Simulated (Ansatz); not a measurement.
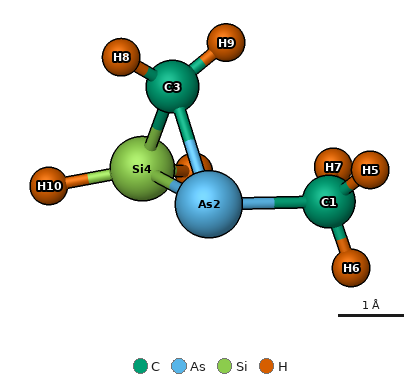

Figure 1. The structure as given in the input (ball-and-stick view, seen at a tilt; atoms are numbered from 1 in the order of the input). Bond lengths as drawn: As–C 1.98 to 2.04 Å, As–Si 2.31 Å, C–H 1.09 Å, C–Si 1.85 Å and H–Si 1.48 Å.

## C$_{2}$H$_{7}$AsSi: single-point calculation

The run: single-point calculation of C$_{2}$H$_{7}$AsSi, SMILES C[As]1C[SiH2]1. Method and program: RKS wB97M-V/def2-TZVPP (Ansatz 0.2.0).

The geometry comes from this level: PBE0-D4/def2-TZVP. Figures and captions count atoms from 1; the log counts them from 0 in places.

**Log**
```
Functional definition: wB97M-V
  name "wB97M-V"
  cite "Mardirossian & Head-Gordon, J. Chem. Phys. 144, 214110 (2016) doi:10.1063/1.4952647"
  cite "Becke, J. Chem. Phys. 107, 8554 (1997) doi:10.1063/1.475007"
  cite "Vydrov & Van Voorhis, J. Chem. Phys. 133, 244103 (2010) doi:10.1063/1.3521275"
  # Of w^i u^j: cxij and so on, Table III.
  parameter omega = 0.3/bohr
  parameter cx = 0.15
  parameter cx01 = 1.007
  parameter cx10 = 0.259
  parameter css00 = 0.443
  parameter css04 = -1.437
  parameter css10 = -4.535
  parameter css20 = -3.390
  parameter css43 = 4.278
  parameter cos00 = 1.000
  parameter cos10 = 1.358
  parameter cos20 = 2.924
  parameter cos21 = -8.812
  parameter cos60 = -1.390
  parameter cos61 = 9.142
  parameter b = 6.0
  parameter c = 0.01
  gx(w, u) = 1 - cx + cx01*u + cx10*w
  gss(w, u) = css00 + css04*u^4 + css10*w + css20*w^2 + css43*w^4*u^3
  gos(w, u) = cos00 + cos10*w + (cos20 + cos21*u)*w^2 + (cos60 + cos61*u)*w^6
  exchange = spin_sum(e_x_unif_sr(omega)*gx(b97_w, b97_u_x)) + cx*exact_x_sr(omega) + exact_x_lr(omega)
  correlation = spin_sum(e_c_pw_mod_same_spin*gss(b97_w, b97_u_same))
      + integral(e_c_pw_mod_opposite_spin*gos(b97_w_opposite, b97_u_opposite)) + vv10(b, c)
1468 factors; their error is unknown
338 factors; integrals over basis functions are off by at most 1.0e-5 eV
mean field evaluation 1: about -70896.7099 eV, gradient 5.0e1 eV
mean field evaluation 2: about -70897.5283 eV, gradient 4.5e1 eV
mean field evaluation 4: about -70902.1871 eV, gradient 1.8e0 eV
mean field evaluation 8: about -70902.2059 eV, gradient 3.6e-2 eV
mean field evaluation 16: about -70902.3432 eV, gradient 1.3e-4 eV
mean field -70902.34322220 eV, -2605.6130540815 hartree, gradient 5.2e-5 eV, S^2 0.000000; 0 other end points of the search recorded, 0 dependent functions left out
the calculation of the forces begins
reference -70902.34327297 eV, -2605.6130559474 hartree; 33, 33 occupied and 217, 217 virtual orbitals, 1468 factors
Total energy: -70902.34327297 eV, -2605.6130559474 hartree
Atom 0 at    -1.099577     1.371293    -0.075192 Å, force    -0.021041    -0.004395    -0.007859 eV/Å
Atom 1 at     0.378009     0.750530     1.088235 Å, force     0.038832    -0.047945    -0.048668 eV/Å
Atom 2 at     0.144954    -1.235914     0.707778 Å, force    -0.002705    -0.008874     0.001595 eV/Å
Atom 3 at     1.383215    -0.590621    -0.504485 Å, force     0.025368    -0.026365    -0.053780 eV/Å
Atom 4 at    -2.020379     1.373326     0.509816 Å, force     0.066068     0.003689    -0.064631 eV/Å
Atom 5 at    -0.885444     2.388914    -0.402657 Å, force    -0.030270    -0.076695     0.016065 eV/Å
Atom 6 at    -1.231931     0.735975    -0.951206 Å, force     0.000707     0.044954     0.057229 eV/Å
Atom 7 at     0.500992    -1.855255     1.525869 Å, force    -0.039306     0.044607    -0.070439 eV/Å
Atom 8 at    -0.853595    -1.509640     0.381239 Å, force     0.080810     0.020987     0.024377 eV/Å
Atom 9 at     2.789088    -1.024330    -0.340998 Å, force    -0.167474     0.055193    -0.020671 eV/Å
Atom 10 at     0.959868    -0.461478    -1.917797 Å, force     0.049011    -0.005156     0.166782 eV/Å
Dipole moment:    -0.113473    -0.060572    -0.143353 e Å
```

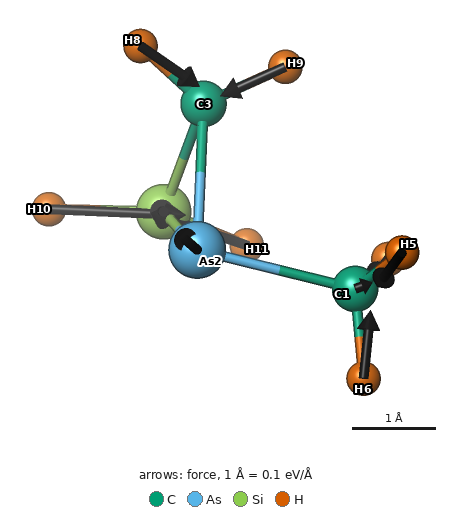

Figure 2. Forces on the atoms as black arrows (ball-and-stick view, seen at a tilt; atoms are numbered from 1 in the order of the input); the smallest are left out. The largest act on H10 (0.18 eV/Å); H11 (0.17 eV/Å); H5, H8, H9 (0.09 eV/Å); H6 (0.08 eV/Å), among others. The geometry is not a stationary point of this energy.

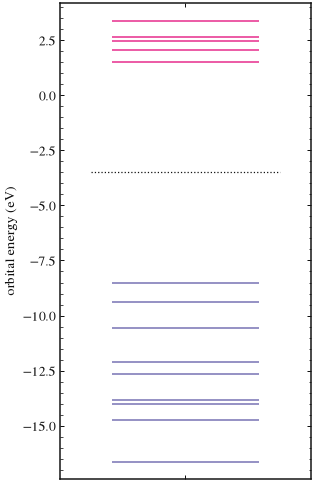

Figure 3. Orbital energies near the frontier; the dotted line parts filled from empty levels, and levels within 0.02 eV of each other stand side by side. Highest filled −8.51 eV, lowest empty 1.50 eV, 10.01 eV apart.

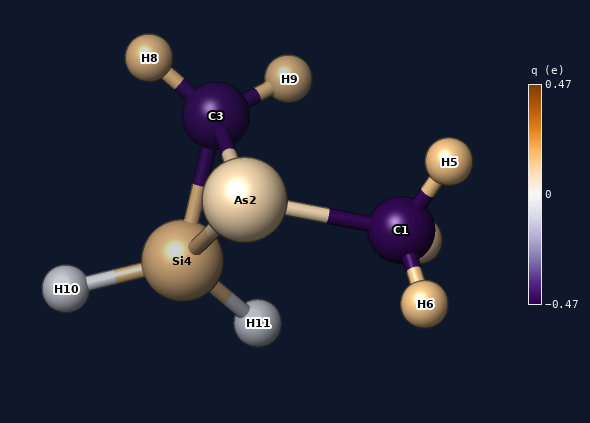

Figure 4. Mulliken charges, as the colour of each atom (ball-and-stick view, seen at a tilt; atoms are numbered from 1 in the order of the input). By element: C −0.45 to −0.44, As +0.09, Si +0.15 and H −0.02 to +0.14 e.

The run was set up as follows.

**Input**
```yaml
crystal:
  periodic: [false, false, false]
  atoms:
    - {symbol: C, position_ang: [-1.099577, 1.371293, -0.075192]}
    - {symbol: As, position_ang: [0.378009, 0.750530, 1.088235]}
    - {symbol: C, position_ang: [0.144954, -1.235914, 0.707778]}
    - {symbol: Si, position_ang: [1.383215, -0.590621, -0.504485]}
    - {symbol: H, position_ang: [-2.020379, 1.373326, 0.509816]}
    - {symbol: H, position_ang: [-0.885444, 2.388914, -0.402657]}
    - {symbol: H, position_ang: [-1.231931, 0.735975, -0.951206]}
    - {symbol: H, position_ang: [0.500992, -1.855255, 1.525869]}
    - {symbol: H, position_ang: [-0.853595, -1.509640, 0.381239]}
    - {symbol: H, position_ang: [2.789088, -1.024330, -0.340998]}
    - {symbol: H, position_ang: [0.959868, -0.461478, -1.917797]}
basis:
  gaussian: {orbitals: def2-TZVPP}
hamiltonian: {xc: {name: wB97M-V}}
output: {forces: true, orbitals: {seedname: orbitals}}
```

Launch command:
```bash
ansatz run in.yaml --threads 4 --pin off --events-out ev --progress --plain --max-ram 10444MiB
```

**Key numbers**

```tsv
quantity	value
outcome	converged
total energy	−70902.3433 eV
SCF solution under orbital rotations	stable
HOMO	−8.51 eV
LUMO	1.50 eV
largest force (length of the vector)	0.178 eV/Å
dipole moment	0.93 D
hardware	4 threads of Intel Xeon @ 2.90GHz, 163 GiB of memory available, shared host
wall time	11 s (CPU time 40 s)
peak memory	1 GiB
```
